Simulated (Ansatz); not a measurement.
# UHF/STO-3G run of BSiH2F (SMILES B[Si]F)

Aim: the vertical electron affinity of BSiH2F at UHF/STO-3G, from 2 runs. 

The results are computed with Ansatz 0.2.0.

### 1 The system as given

BSiH2F has 5 atoms, charge 0, and is taken as a triplet. SMILES: `B[Si]F`. Geometry: relaxed at GFN2-xTB. This is one conformer, not always the lowest.

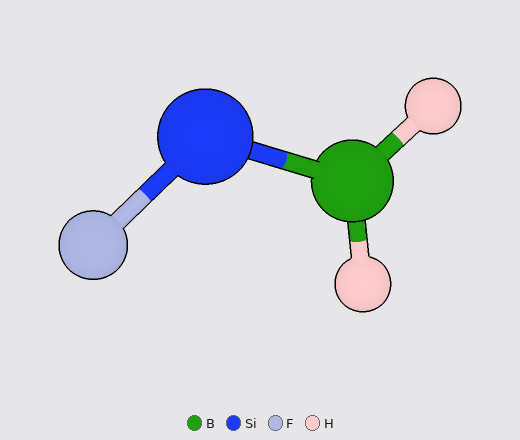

Viewed from a chosen angle; boron green, silicon blue, fluorine light blue, hydrogen pink.

### 2 A single-point energy at UHF/STO-3G

The input, job.yaml:

```yaml
crystal:
  periodic: [false, false, false]
  atoms:
    - {symbol: B, position_ang: [0.234950, 0.685700, -0.124130]}
    - {symbol: Si, position_ang: [-0.890020, -0.807470, -0.293660]}
    - {symbol: F, position_ang: [-0.519870, -2.176130, 0.558950]}
    - {symbol: H, position_ang: [-0.000350, 1.667090, -0.717680]}
    - {symbol: H, position_ang: [1.175290, 0.630810, 0.576520]}
basis:
  gaussian:
    orbitals: STO-3G
magnetization:
  spin_polarized: true
  initial_magnetization: 2
hamiltonian:
  xc: hf
accuracy: high
```

Started as:

```bash
$ ansatz run job.yaml --threads 1 --pin off --max-ram 2610MiB --events-out events.jsonl --progress --plain --runs-dir runs
```

Standard output:

```text
Warning: RAYON_NUM_THREADS=1 ignored (pool sized by the plan → 1); use --threads N
Functional definition: HF
  name "HF"
  exchange = exact_x
  correlation = 0
380 factors; integrals over basis functions are off by at most 1.0e-8 eV
mean field evaluation 1: about -11129.5825 eV, gradient 1.3e1 eV
mean field evaluation 2: about -11129.6303 eV, gradient 1.3e1 eV
mean field evaluation 4: about -11131.5052 eV, gradient 1.9e0 eV
mean field evaluation 8: about -11131.6848 eV, gradient 1.4e-1 eV
mean field evaluation 16: about -11131.6842 eV, gradient 2.5e-8 eV
mean field -11131.68424232 eV, -409.0818505788 hartree, gradient 2.5e-8 eV, S^2 2.004508; 0 other end points of the search recorded, 0 dependent functions left out
reference -11131.68424232 eV, -409.0818505788 hartree; 16, 14 occupied and 5, 7 virtual orbitals, 380 factors
Total energy: -11131.68424232 eV, -409.0818505788 hartree
```

It took 0.16 s on 1 thread of Arm Neoverse V1, shared host.

### 3 The doublet anion at the same level

The input, molecule.yaml:

```yaml
basis:
  gaussian: {orbitals: STO-3G}
crystal:
  periodic: [false, false, false]
  atoms:
    - {symbol: B, position_ang: [0.234950, 0.685700, -0.124130]}
    - {symbol: Si, position_ang: [-0.890020, -0.807470, -0.293660]}
    - {symbol: F, position_ang: [-0.519870, -2.176130, 0.558950]}
    - {symbol: H, position_ang: [-0.000350, 1.667090, -0.717680]}
    - {symbol: H, position_ang: [1.175290, 0.630810, 0.576520]}
total_charge: -1
hamiltonian: {xc: hf}
magnetization: {spin_polarized: true, initial_magnetization: 1}
accuracy: high
```

Started as:

```bash
$ ansatz run molecule.yaml --threads 1 --pin off --max-ram 2610MiB --events-out events.jsonl --progress --plain --runs-dir runs
```

Standard output:

```text
Warning: RAYON_NUM_THREADS=1 ignored (pool sized by the plan → 1); use --threads N
[... 4 set-up lines as earlier in the session ...]
380 factors; integrals over basis functions are off by at most 1.0e-8 eV
mean field evaluation 1: about -11126.5059 eV, gradient 8.0e0 eV
mean field evaluation 2: about -11126.5645 eV, gradient 8.0e0 eV
mean field evaluation 4: about -11127.2919 eV, gradient 9.6e-1 eV
mean field evaluation 8: about -11127.3307 eV, gradient 2.8e-3 eV
mean field evaluation 16: about -11126.8615 eV, gradient 2.9e0 eV
mean field evaluation 32: about -11126.9807 eV, gradient 8.4e-1 eV
mean field evaluation 64: about -11127.0313 eV, gradient 3.3e0 eV
mean field evaluation 96: about -11127.3299 eV, gradient 6.8e-6 eV
mean field -11127.32991205 eV, -408.9218318929 hartree, gradient 1.2e-8 eV, S^2 0.755962; 3 other end points of the search recorded, 0 dependent functions left out
reference -11127.32991205 eV, -408.9218318929 hartree; 16, 15 occupied and 5, 6 virtual orbitals, 380 factors
Total energy: -11127.32991205 eV, -408.9218318929 hartree
```

Run time: 0.3 s. Hardware: 1 thread of Arm Neoverse V1, shared host.

### 4 Outcome

Level: UHF/STO-3G.

| quantity | value |
| --- | --- |
| triplet BSiH2F: total energy | -409.08185 Eh |
| triplet BSiH2F: ⟨S²⟩ | 2.005 |
| doublet anion: total energy | -408.92183 Eh |
| doublet anion: ⟨S²⟩ | 0.756 |
| vertical electron affinity (to the doublet anion) | -4.354 eV |

**Reading.** The anion lies 4.35 eV (100 kcal/mol) above the neutral: the electron isn't bound at this level, and such a value depends on the basis. Without diffuse functions anions come out too high. Hartree–Fock misses the correlation that binds many anions. In a minimal basis such a difference can be off by several eV, whatever the method.
